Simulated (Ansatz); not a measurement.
# C₂H₆N₂O (SMILES CN=C(N)O): what the fields show

```xyz
11

C    -1.3772   -0.0919    0.6811
N    -0.3571   -0.9174    0.0628
C     0.6411   -0.3267   -0.4661
N     0.9248    1.0226   -0.5181
O     1.6374   -1.0523   -1.0399
H    -2.1750   -0.7333    1.0666
H    -0.9880    0.4993    1.5256
H    -1.8476    0.6146   -0.0267
H     1.6081    1.2956   -1.2120
H     0.1304    1.6429   -0.4504
H     1.3758   -1.9795   -0.8988
```

The calculation used RKS B3LYP-D4/6-31G* in Ansatz 0.2.0.

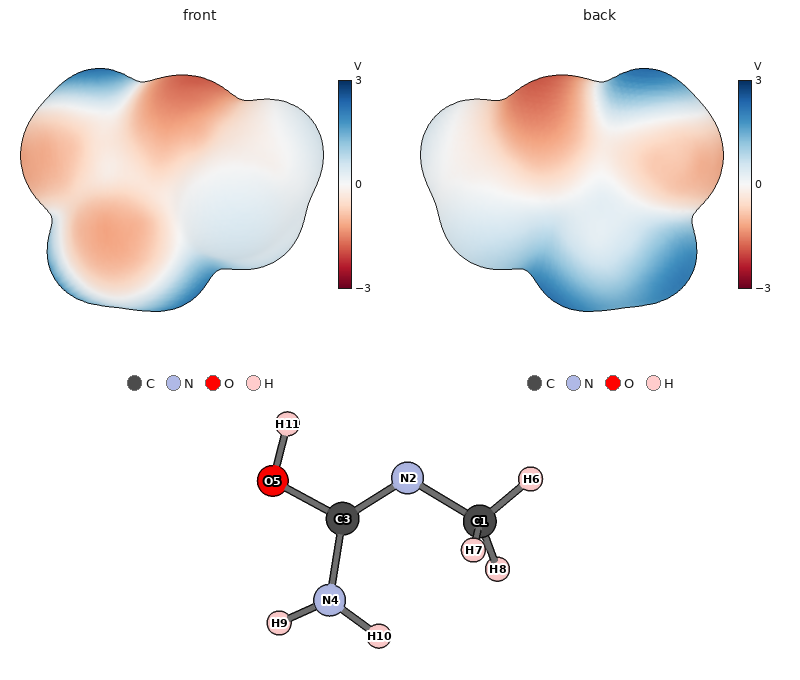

Figure 1. The electrostatic potential painted on the density surface at 0.002 e/bohr³, seen from the front and from behind; red is negative and blue positive. The bare structure is drawn below in the same view.

Which sites attract a positive test charge, and which a negative one?

Answer. A positive charge is drawn to the negative regions and a negative charge to the positive ones. The most negative region (about −1.8 V) lies over N2, the most positive (about +2.2 V) over H10 and H11. N2 is the likeliest acceptor of a hydrogen bond.

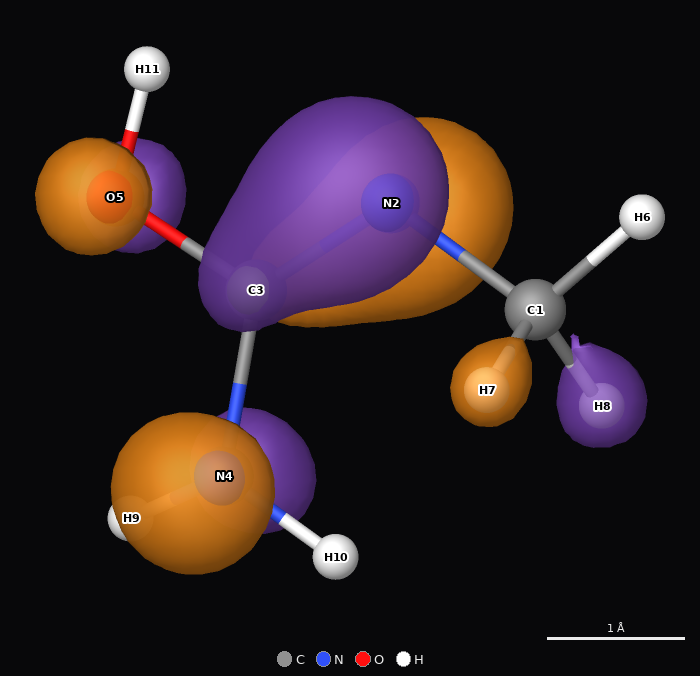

Figure 2. The HOMO at ±0.2 Å⁻³ᐟ² (orange and purple are the two phases), seen at a tilt.

Describe this orbital and give its energy.

Answer. It lies mainly on N2 (about 45 %), N4 (about 15 %), C3 (about 15 %), O5 (about 10 %) and C1 (about 5 %). Its energy is −6.17 eV.

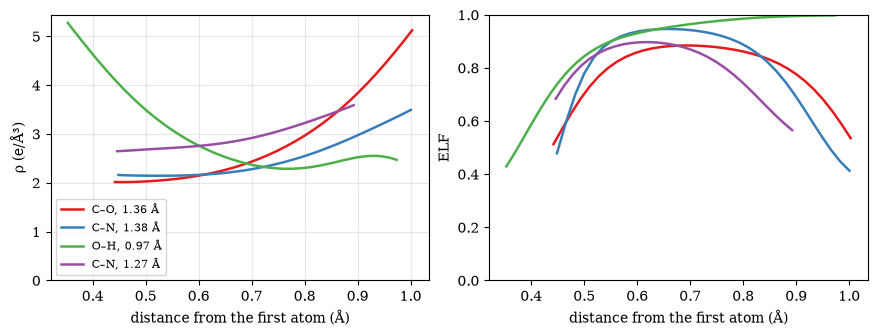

Figure 3. Electron density and electron localisation function along straight lines between neighbouring atoms. The curves leave out the atomic cores.

What can be read from the curves?

Answer. C–O (1.36 Å): the density is about 2.4 e/Å³ at the midpoint, with its minimum of 2 e/Å³ about 0.5 Å from C; the ELF peaks at about 0.90 between the atoms (a shared but strongly polarised pair).
C–N (1.38 Å): ρ at the midpoint is about 2.3 e/Å³; the ELF peaks at about 0.95 between the atoms; localised, covalent bonding.
O–H (0.97 Å): the density is about 3.6 e/Å³ at the midpoint; the ELF climbs to about 1 towards the hydrogen, as it does in any bond to H (a covalent bond by its length).
C–N (1.27 Å): the density is about 2.8 e/Å³ at the midpoint; the ELF peaks at about 0.90 between the atoms (localised, covalent bonding).
